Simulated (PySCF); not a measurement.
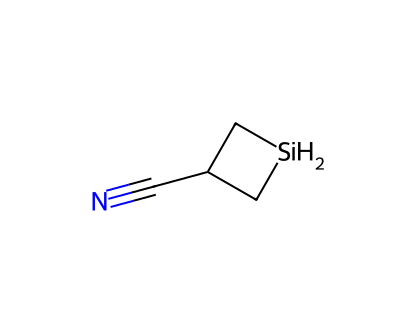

The picture comes from a calculation with PySCF.

A structural formula.

Give its SMILES.

Answer. N#CC1C[SiH2]C1

Give the formula, hydrogens included.

Answer. C4H7NSi.

An optimisation with PBE0-D3(BJ)/def2-SVP gave a structure of which point group?

Answer. Cs.
